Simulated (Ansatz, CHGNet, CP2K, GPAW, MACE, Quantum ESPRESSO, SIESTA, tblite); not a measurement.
# GPAW on random packing of 55Li2O-45Nb2O5 (mol %) (96 atoms): settings against a plane-wave reference

Wanted: GPAW inputs and outputs for random packing of 55Li2O-45Nb2O5 (mol %) (96 atoms), checked against a plane-wave reference.

Main program and level: GPAW 26.7.0; the method is named at each step.

### 1. The structure

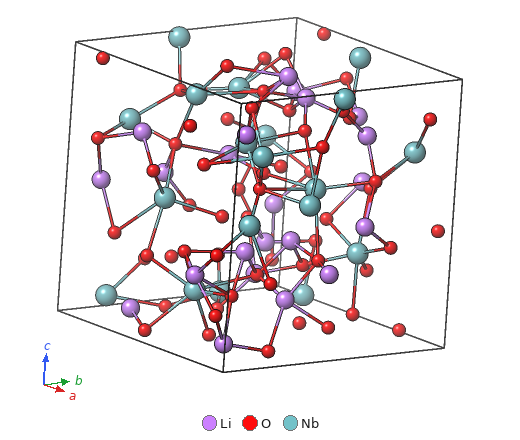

The starting structure, seen slightly off an axis (lithium purple, oxygen red, niobium teal). Bonds to atoms that aren't drawn are left out. Some periodic images of atoms are drawn too.

The cell holds 96 atoms: 22 Li, 56 O and 18 Nb. Its edges and angles: a = 10.533 Å, b = 10.533 Å, c = 10.533 Å, α = 90.0°, β = 90.0°, γ = 90.0°. 96 atoms (22 Li, 56 O, 18 Nb) packed at random in a cube at 3.87 g/cm³ and pushed apart as soft spheres, cations and anions kept from their own kind; a start for melting by ab initio MD, not an equilibrated structure. Then every atom was moved at random, 0.05 Å r.m.s. a Cartesian component.

The yardstick, on the same geometry:

- method: Kohn-Sham DFT, PBE, SSSP efficiency 1.3.0 pseudopotentials, plane waves (Quantum ESPRESSO 7.5); sssp-pbe-1.3.0-efficiency, cutoffs 60/480 Ry, Γ point
- r.m.s. force component: 1.832 eV/Å
- longest force: 6.69 eV/Å
- pressure: -15.79 GPa
- time: 18 min on 4 MPI ranks of Arm Neoverse V1, shared host
- CPU time: 73 min

### 2. PBE, LCAO dzp, h 0.28 Å

Method: Kohn-Sham DFT, PBE, PAW, atomic orbitals (dzp).

File run.py:

```python
import numpy as np
from ase.io import read
from gpaw import GPAW, FermiDirac

atoms = read("structure.xyz")
atoms.calc = GPAW(
    mode="lcao",
    basis="dzp",
    h=0.28,
    xc="PBE",
    kpts={"size": (1, 1, 1), "gamma": True},
    occupations=FermiDirac(0.05),
    maxiter=200,
    symmetry={"point_group": False},
    txt="gpaw.txt",
)
energy = atoms.get_potential_energy(force_consistent=True)
forces = atoms.get_forces()
print(f"energy {energy:.6f} eV")
print("forces (eV/A)")
for i, (a, f) in enumerate(zip(atoms, forces)):
    print(f"{i:4d} {a.symbol:2s} {f[0]:10.5f} {f[1]:10.5f} {f[2]:10.5f}")
print(f"Fermi level {atoms.calc.get_fermi_level():.4f} eV")
for k in range(len(atoms.calc.get_ibz_k_points())):
    for s in range(atoms.calc.get_number_of_spins()):
        e = atoms.calc.get_eigenvalues(kpt=k, spin=s)
        n = np.searchsorted(e, atoms.calc.get_fermi_level())
        print(f"k {k} spin {s} levels about the Fermi level:", np.round(e[max(n - 6, 0):n], 4).tolist(), "|", np.round(e[n:n + 6], 4).tolist())
```

File structure.xyz:

```xyz
96
Lattice="10.53340 0.00000 0.00000 0.00000 10.53340 0.00000 0.00000 0.00000 10.53340" Properties=species:S:1:pos:R:3 pbc="T T T"
Li 3.06648 5.34201 6.33700
Li 8.14442 4.58835 1.88137
Li 8.11504 0.19866 3.23881
Li 1.46383 3.53311 5.43376
Li 5.22172 9.76046 7.92112
Li 6.60234 5.86257 3.72682
Li 5.33569 7.10878 8.91968
Li 5.69320 9.81787 5.46631
Li 8.40376 7.79556 8.07185
Li 3.33445 0.91124 7.68559
Li 2.59596 7.73741 2.58290
Li 6.75223 5.09553 10.26754
Li 8.47096 1.52471 0.50529
Li 2.04854 9.14057 8.24344
Li 10.45977 4.83062 3.38175
Li 0.90872 0.96423 5.25975
Li 7.36611 3.10830 3.71861
Li 4.53010 5.85931 1.96954
Li 3.01645 1.15962 0.68857
Li 0.90503 9.33891 3.54596
Li 10.10785 0.68383 9.14499
Li 10.22667 6.57231 5.03254
O 0.27282 7.31587 1.60908
O 5.18243 5.17127 9.31490
O 3.69227 10.25637 9.01754
O 9.76394 4.64049 8.23312
O 3.90505 7.08729 10.32568
O 5.85689 7.09087 2.48904
O 1.31984 4.15174 8.57187
O 9.93837 2.45165 3.10409
O 7.93386 10.31589 0.12882
O 8.98710 6.09473 0.84752
O 4.78016 0.44546 6.53987
O 1.96911 0.95949 3.42293
O 1.64058 0.10913 7.12943
O 5.37572 3.18899 0.00074
O 7.31239 3.01656 9.34513
O 3.29190 6.27517 3.84975
O 0.55258 9.69431 1.24705
O 5.04423 3.69448 4.51240
O 7.44016 8.86554 5.69783
O 10.31473 9.28888 9.02702
O 5.31663 8.49234 4.05136
O 6.37102 4.52631 2.45892
O 9.71727 8.26672 3.95024
O 0.88438 6.85261 7.09288
O 2.16746 10.03622 5.04908
O 6.49363 8.36836 8.29073
O 5.31515 5.33001 6.13044
O 8.99163 3.29316 0.17169
O 8.73324 6.29086 9.26075
O 6.08788 6.93561 0.28230
O 0.26628 3.81172 1.76445
O 8.73040 5.59471 3.46233
O 3.78718 4.72602 0.52309
O 3.54122 7.51295 5.78378
[... 36 atom lines left out ...]
Nb 0.00274 4.95144 10.26417
Nb 3.36310 9.13688 0.55701
Nb 5.99572 9.06410 10.46799
Nb 9.05240 1.94457 5.22646
```

Run with:

```bash
> OMP_NUM_THREADS=1 python run.py > output.txt
```

The program printed:

```text
energy -457.769718 eV
forces (eV/A)
   0 Li    0.61609    0.82803   -2.00383
   1 Li    0.49502   -0.23379   -0.24363
   2 Li   -0.53183    1.37232   -0.51058
   3 Li    0.58767    0.43671   -1.60662
   4 Li   -0.22227    0.01821   -0.22514
   5 Li   -1.16828   -1.13397   -1.11043
   6 Li   -0.17342   -0.88466   -0.78110
   7 Li    0.07526   -0.37267   -1.04017
   8 Li   -0.06718   -1.12602    2.21577
   9 Li   -0.00021   -1.38388   -0.21646
  10 Li   -0.38512   -0.40384    2.95329
  11 Li    0.60321    0.02276    0.41898
  12 Li   -1.54920   -0.04062    0.13944
  13 Li    0.75914   -0.40344    1.24063
  14 Li    0.03471   -0.11273   -1.85012
  15 Li    0.70803   -0.80565   -1.94169
  16 Li   -1.05951    1.10423   -0.01939
  17 Li    0.67015   -0.87415    0.14885
  18 Li    1.06523    0.66351    0.80144
  19 Li   -0.19132    0.36930   -1.27004
  20 Li    0.08678   -3.22111    0.26572
  21 Li    0.78700    1.50667   -0.80755
  22 O     4.34077   -1.96214   -1.47508
  23 O    -0.02628    0.63807   -0.95885
[...]
88 Nb    1.85678   -0.77029    2.22173
  89 Nb   -0.28614    3.43880    3.33736
  90 Nb   -2.08732    2.09986    3.17702
  91 Nb    0.37928   -0.60166    0.61387
  92 Nb   -5.83459   -1.70491   -0.94628
  93 Nb   -1.86560    1.47093    0.01918
  94 Nb    6.45520    1.01217    1.09108
  95 Nb    0.73519   -2.22984   -2.76222
Fermi level 4.0342 eV
k 0 spin 0 levels about the Fermi level: [3.8853, 3.9245, 3.9436, 3.9909, 4.0042, 4.0293] | [4.0507, 4.0737, 4.0872, 4.1143, 4.1352, 4.143]
```

gpaw.txt:

```text
Input parameters:
  mode=LCAO(),
  basis={'default': 'dzp'},
  h=0.28,
  kpts=MonkhorstPack(size=(1, 1, 1), gamma=True),
  maxiter=200,
  occupations=Occupations(name='fermi-dirac', width=0.05, fixmagmom=False),
  symmetry=Symmetry(point_group=False),
  xc=XC(name='PBE')
Unit cell  # Å
| periodic |         x |         y |         z |   lengths |    angles |
|----------|-----------|-----------|-----------|-----------|-----------|
|      yes | 10.533400 |  0.000000 |  0.000000 | 10.533400 | 90.000000 |
|      yes |  0.000000 | 10.533400 |  0.000000 | 10.533400 | 90.000000 |
|      yes |  0.000000 |  0.000000 | 10.533400 | 10.533400 | 90.000000 |
Number of symmetries: 1
Symmetry operations  # r_c * U_cc + t_c -> r_c
|   | kind |            matrix            |
|---|------|------------------------------|
| 0 |  E   |  1, 0, 0,  0, 1, 0,  0, 0, 1 |
BZ-sampling:
  Number of BZ points: 1
  Number of IBZ points: 1
  Monkhorst-Pack size: [1, 1, 1]
  Monkhorst-Pack shift: [0, 0, 0]
[... lines left out ...]
  Fermi-Dirac:
[... lines left out ...]
    Stencil: 6*3+1=19 point O(h^6) finite-difference Laplacian
xc functional:
  name: PBE with 2 nearest neighbor stencil
interpolation: tri-quintic # 5. degree polynomial
Initialization done in: 12.253 s
convergence criteria:
- Maximum [total energy] change in last 3 cyles: 0.0005 eV / valence electron
- Maximum integral of absolute [dens]ity change: 0.0001 electrons / valence electron
- Maximum integral of absolute [eigenst]ate change: 4e-08 eV^2 / valence electron
maximum number of iterations: 200
SCF iterations
|iter     |      energy | eigst |  dens |
|---------|-------------|-------|-------|
|iter:   1| -593.454049 |      c|       |
|iter:   2| -527.419319 |      c| -0.73 |
|iter:   3| -500.253143 |      c| -0.87 |
|iter:   4| -475.195715 |      c| -0.97 |
[...]
|iter:  13| -457.648014 |      c| -1.80 |
|iter:  14| -457.623155 |      c| -1.95 |
|iter:  15| -457.567584c|      c| -1.99 |
|iter:  16| -457.639332c|      c| -2.07 |
|iter:  17| -457.462119c|      c| -2.05 |
[...]
|iter:  37| -457.422517c|      c| -3.98 |
|iter:  38| -457.422451c|      c| -3.98 |
|iter:  39| -457.422489c|      c| -4.22c|
Converged in 39 steps
SCF loop duration: 484.342 s (12.419 s/step)
Energy contributions relative to reference atoms: (reference = -1989059.721113)
Energy contributions:
  Kinetic:         -45.545255
  Coulomb:        -125.213972
  Zero:             83.759467
  External:          0.000000
  Xc:             -370.075501
  Entropy:          -0.694458
  Spinorbit:         0.000000
  ----------------------------
  Free energy:    -457.769718
  Extrapolated:   -457.422489
dipole moment: (-80.322025, 63.245026, -72.590966)  # |e|*Ang
Fermi level: 4.034
Eigenvalues  # (at kpt = [0.000, 0.000, 0.000])
| band index |      eig [eV] | occ [0-2] |
|------------|---------------|-----------|
|          0 |       -52.880 |     2.000 |
|        ... |               |           |
|        288 |         3.853 |     1.948 |
|        289 |         3.874 |     1.921 |
[...]
|        303 |         4.199 |     0.071 |
|        ... |               |           |
|        359 |         6.597 |     0.000 |
Gap: 0.021 eV
Transition (v -> c):
  (s=0, k=0, n=295, [0.00, 0.00, 0.00]) -> (s=0, k=0, n=296, [0.00, 0.00, 0.00])
No difference between direct/indirect transitions
Force computation time: 31.256  # s
timing:  # [seconds]
  Total:  527.889  # ━━━━━━━━━━━━━━━━━━━━━━━━━━━━━━━━━━━━━━━━━━━━━━━━━━━━━━━━
  Init:    12.253  # ━╸
  SCF:    484.342  # ━━━━━━━━━━━━━━━━━━━━━━━━━━━━━━━━━━━━━━━━━━━━━━━━━━━╸
  Forces:  31.256  # ━━━╸
```

It took 8.8 min on 1 thread of Arm Neoverse V1, shared host; peak memory 0.77 GiB.

Banners, paths, timers and routine set-up lines are dropped from the logs unmarked, and long logs keep their key lines alone; longer cuts are marked.

Compared with the plane-wave run:

- r.m.s. force component: 2.563 eV/Å
- r.m.s. difference of force components: 1686 meV/Å
- longest difference of force vectors: 5330 meV/Å
- force difference over r.m.s. force: 91.98 %
- slope of forces against the reference's: 1.055
- correlation of force components: 0.7555

This is a coarse setting, run to see what it loses.

Length of the force difference by element (eV/Å):

```tsv
element	atoms	mean	most
Li	22	0.17	0.29
Nb	18	0.27	0.46
O	56	3.7	5.3
```

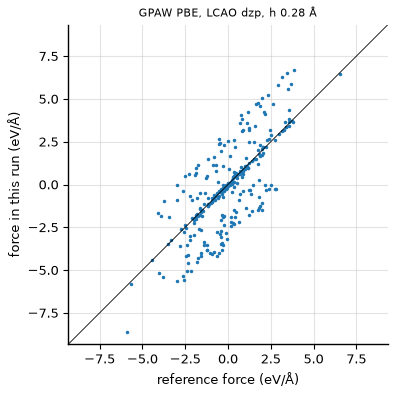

Force components against those of the reference; the line marks equality.

The surroundings of O65, which bears the longest force, nearest first, numbered as they follow in the input and with coordinates relative to it.

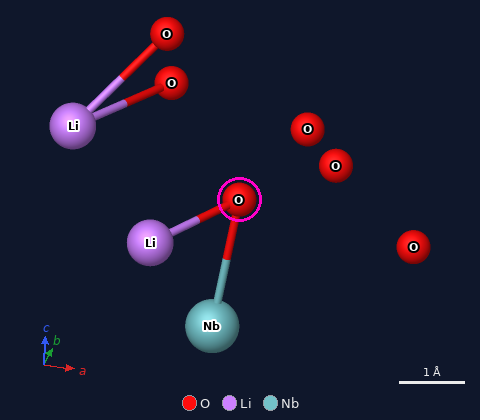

The atoms of the table, within 2.8 Å (arrows a, b, c point along x, y, z); some may hide others; the central atom is ringed.

```tsv
atom	x	y	z	distance (Å)	bonds	Fx	Fy	Fz (eV/Å)
O65	0.00	0.00	0.00	0.00	2	-3.35	-0.76	-8.64
Li11	-1.03	-1.61	-0.15	1.92	3	-0.39	-0.40	2.95
O59	0.57	2.05	0.32	2.15	2	-1.37	3.85	-0.29
Nb94	-0.26	-0.21	-2.17	2.20	6	-1.87	1.47	0.02
O43	1.69	-0.86	1.32	2.31	2	-0.35	-1.84	1.12
O34	-1.66	2.14	0.69	2.80	2	4.06	-1.54	4.77
O78	2.72	0.44	-0.57	2.82	2	5.24	-2.98	-2.71
O47	-1.46	0.69	2.32	2.83	3	-4.15	-3.96	-3.16
Li20	-2.72	-0.01	0.82	2.84	2	-0.19	0.37	-1.27
```

Atoms are counted from 1 here, from 0 in the log.

Forces lie 92 % from the reference's, at 0.12 times its CPU time (on 1 against 4 cores).

The difference per atom is largest on O (3.7 eV/Å on average, against 0.27 on Nb). The forces add up to 33 eV/Å instead of zero, usually a sign of too coarse a grid.

### 3. A run with a doubtful setting

run.py: that of step 2 with these lines changed.

```diff
@@ -8,3 +8,3 @@
     basis="dzp",
-    h=0.28,
+    h=0.18,
     xc="PBE",
@@ -12,3 +12,3 @@
     occupations=FermiDirac(0.05),
-    maxiter=200,
+    maxiter=6,
     symmetry={"point_group": False},
```

structure.xyz is that of step 2.

The program printed:

```text
gpaw.KohnShamConvergenceError
```

gpaw.txt:

```text
Input parameters:
  mode=LCAO(),
  basis={'default': 'dzp'},
  h=0.18,
  kpts=MonkhorstPack(size=(1, 1, 1), gamma=True),
  maxiter=6,
  occupations=Occupations(name='fermi-dirac', width=0.05, fixmagmom=False),
  symmetry=Symmetry(point_group=False),
  xc=XC(name='PBE')
Unit cell  # Å
| periodic |         x |         y |         z |   lengths |    angles |
|----------|-----------|-----------|-----------|-----------|-----------|
|      yes | 10.533400 |  0.000000 |  0.000000 | 10.533400 | 90.000000 |
|      yes |  0.000000 | 10.533400 |  0.000000 | 10.533400 | 90.000000 |
|      yes |  0.000000 |  0.000000 | 10.533400 | 10.533400 | 90.000000 |
Number of symmetries: 1
Symmetry operations  # r_c * U_cc + t_c -> r_c
|   | kind |            matrix            |
[... lines left out ...]
      Number of RI-basis functions 0
  Nb:
    name:    Niobium
    Z:       41.0
    valence: 13
    core:    28
    LCAO basis set for Nb:
      Name: dzp
      Number of radial functions: 11
      Number of spherical harmonics: 29
        l=0, rc=3.7031 Bohr: 4s-sz confined orbital
        l=0, rc=10.3125 Bohr: 5s-sz confined orbital
        l=1, rc=4.2812 Bohr: 4p-sz confined orbital
        l=1, rc=14.1719 Bohr: 5p-sz confined orbital
        l=2, rc=7.8594 Bohr: 4d-sz confined orbital
        l=0, rc=2.2500 Bohr: 4s-dz split-valence wave
        l=0, rc=6.2812 Bohr: 5s-dz split-valence wave
        l=1, rc=2.6562 Bohr: 4p-dz split-valence wave
        l=1, rc=8.8438 Bohr: 5p-dz split-valence wave
        l=2, rc=4.5625 Bohr: 4d-dz split-valence wave
        l=1, rc=10.3125 Bohr: p-type Gaussian polarization
      Number of RI-basis functions 0
Reference energy: -1989059.721113  # eV
eigensolver:
density mixing:
  MSR1-Mixer
occupation numbers:
  Fermi-Dirac:
    width: 0.0500  # eV
FastPoissonSolver using
    Stencil: 6*3+1=19 point O(h^6) finite-difference Laplacian
xc functional:
  name: PBE with 2 nearest neighbor stencil
interpolation: tri-quintic # 5. degree polynomial
Initialization done in: 16.436 s
convergence criteria:
- Maximum [total energy] change in last 3 cyles: 0.0005 eV / valence electron
- Maximum integral of absolute [dens]ity change: 0.0001 electrons / valence electron
- Maximum integral of absolute [eigenst]ate change: 4e-08 eV^2 / valence electron
maximum number of iterations: 6
SCF iterations
|iter     |      energy | eigst |  dens |
|---------|-------------|-------|-------|
|iter:   1| -673.484738 |      c|       |
|iter:   2| -604.971247 |      c| -0.72 |
|iter:   3| -576.887942 |      c| -0.87 |
|iter:   4| -551.017473 |      c| -0.96 |
|iter:   5| -542.169597 |      c| -1.11 |
|iter:   6| -541.301417 |      c| -1.20 |
timing:  # [seconds]
  Total: 272.169  # ━━━━━━━━━━━━━━━━━━━━━━━━━━━━━━━━━━━━━━━━━━━━━━━━━━━━━━━━━
  Init:   16.435  # ━━━╸
  SCF:   255.662  # ━━━━━━━━━━━━━━━━━━━━━━━━━━━━━━━━━━━━━━━━━━━━━━━━━━━━━╸
```

The job ended after 4.6 min (1 thread; peak memory 2.3 GiB).

The run stopped without converging, so its numbers are no property of the system. The fault in the input: too few SCF iterations (iteration limit 6).

Further runs of this program without a result: GPAW PBE, LCAO dzp, h 0.18 Å (cut off at its time limit); GPAW PBE, LCAO szp(dzp), h 0.18 Å (cut off at its time limit); GPAW PBE, LCAO dzp, h 0.18 Å, other mixer settings (cut off at its time limit); GPAW LDA, LCAO dzp, h 0.18 Å (cut off at its time limit).

### 4. What came out

| Item | Value |
| --- | --- |
| force difference from the reference | GPAW PBE, LCAO dzp, h 0.28 Å (coarse), 92 % |
| its CPU time | 8.8 min |

What this shows: Runs with settings chosen to be coarse differ by 92 % (GPAW PBE, LCAO dzp, h 0.28 Å), their programs' other errors included. One electronic-structure run takes under half the reference's CPU time: GPAW PBE, LCAO dzp, h 0.28 Å, at 92 % in 8.8 min against 73 min, too far off to be of use. The potentials hold different valence shells: 636 electrons in the reference, 592 in GPAW; this bears on time and differences. The reference's stress is far from hydrostatic: its diagonal is -13.6, -17.2, -16.6 GPa, compression counted positive. The reference's pressure of -16 GPa belongs to a cell and atoms that aren't relaxed at this level. The runs have no spin polarisation, so any moments at edges, vacancies or dangling bonds can't form. The electronic-structure runs sample only Γ, in a cell whose shortest periodic width is 11 Å, which is coarse for a cell with partly filled levels.

[Also dropped from logs without a mark: logging warnings of Python, and SIESTA's first energy breakdown and zero terms.]

[Logs are printed without paths, hosts, clocks, repeated set-up lines and the standing remarks that a program may print on its own settings, such as how far it seeks lower states.]

[Hosts, paths, dates, database ids (printed as entryN), source tags and the programs' standing remarks are cut or masked in the printed files.]
